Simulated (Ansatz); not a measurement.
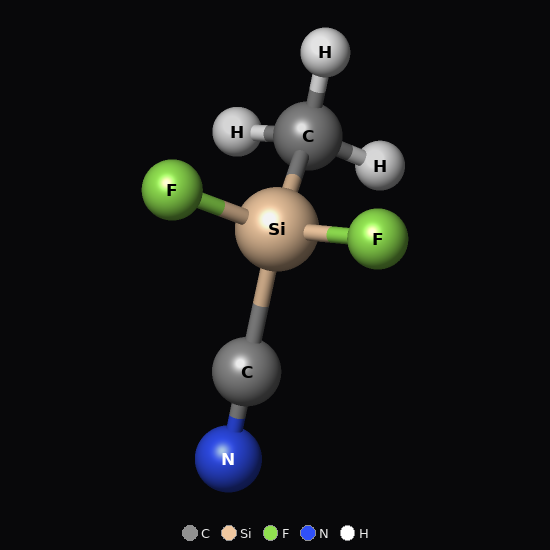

A ball-and-stick model of a molecule.

> What is the molecular formula?

C2H3F2NSi, 9 atoms: 2 carbon, 3 hydrogen, 2 fluorine, 1 nitrogen and 1 silicon.

> Count the bonded pairs by element.

3 C–H, 2 C–Si, 2 F–Si, 1 C–N.

The parts below concern this one geometry. Atoms keep their numbers from picture to picture. Computed geometry: PBE0-D4/def2-TZVP optimisation.

## Geometry

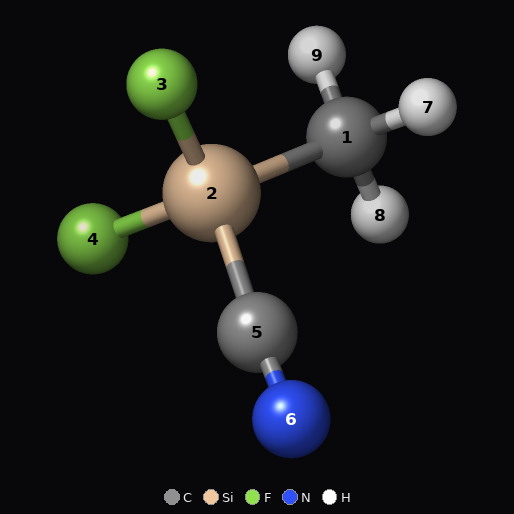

The atoms are numbered.

Estimate the angles Si2–C1–H7, Si2–C1–H9, C1–Si2–F3, C1–Si2–C5, F3–Si2–F4, F3–Si2–C5, Si2–C5–N6.

| angle | degrees |
| --- | --- |
| Si2–C1–H7 | 110.5 |
| Si2–C1–H9 | 110.4 |
| C1–Si2–F3 | 112.0 |
| C1–Si2–C5 | 112.0 |
| F3–Si2–F4 | 107.8 |
| F3–Si2–C5 | 106.4 |
| Si2–C5–N6 | 176.9 |

## Thermal motion

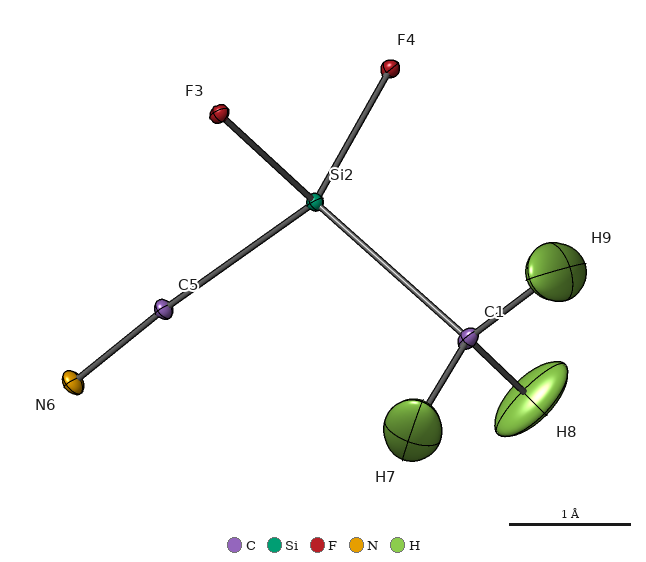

Displacement ellipsoids at the 50 % level, from the internal vibrations of the free molecule (harmonic, no overall translation or rotation; no half-axis is drawn under 0.075 Å). Vibrations computed with RKS PBE0-D4/def2-TZVP (Ansatz 0.2.0). Temperature: 100 K.

> Which atom has the largest mean-square displacement?

H9, with U_eq = 0.0334 Å².

> Does H7 move more along its bond or across it?

Across it: the root-mean-square amplitude is 0.085 Å along the bond and up to 0.260 Å across, since bending and torsion are softer than stretching.

Give the displacement parameters, one line for each set of equivalent atoms.

```csv
atom,U_eq (Å²),rms amplitudes (Å)
C1,0.0030,"0.042, 0.044, 0.072"
Si2,0.00092,"0.028, 0.031, 0.032"
"F3, F4",0.0021,"0.034, 0.041, 0.060"
C5,0.0026,"0.037, 0.057, 0.057"
N6,0.0037,"0.038, 0.067, 0.072"
"H7, H8",0.0331,"0.083, 0.158, 0.260"
H9,0.0334,"0.095, 0.162, 0.255"
```

## Electronic properties

Level of theory: RKS r2SCAN0-D4/def2-TZVPP (Ansatz 0.2.0).

> Give the HOMO energy (Kohn–Sham orbital) at this level.

−10.50 eV.

> Give the dispersion correction at this level.

−5.4 kJ/mol.

> Estimate the LUMO energy (Kohn–Sham orbital).

−0.79 eV.

## Charges

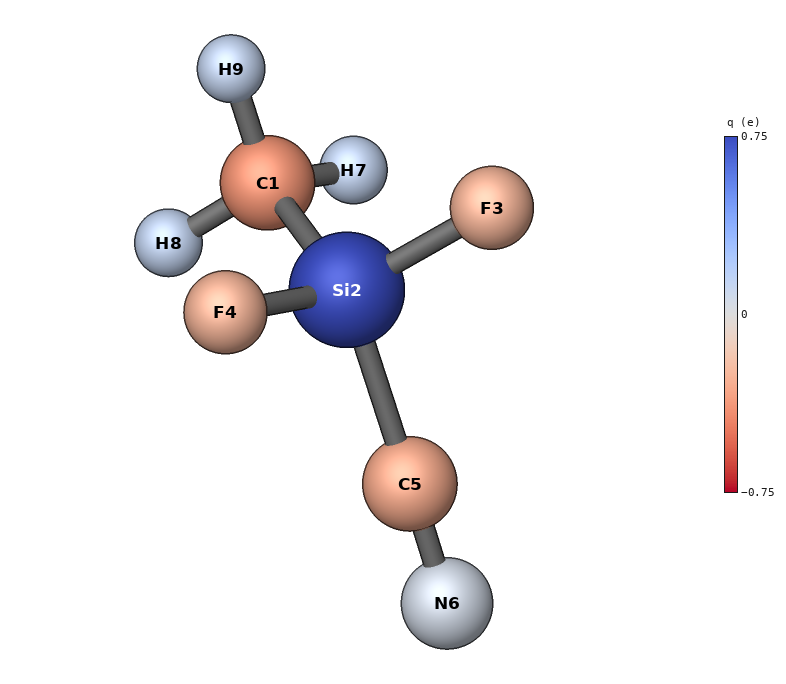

Atoms are coloured by their Mulliken charges. Method: RKS PBE-D4/def2-TZVPP (Ansatz 0.2.0).

Give the Mulliken charges atom by atom.

| atom | value (e) |
| --- | --- |
| C1 | −0.39 |
| Si2 | 0.75 |
| F3 | −0.25 |
| F4 | −0.25 |
| C5 | −0.30 |
| N6 | 0.06 |
| H7 | 0.13 |
| H8 | 0.13 |
| H9 | 0.12 |

Mulliken values depend strongly on the basis set and can even reverse the polarity of a bond.
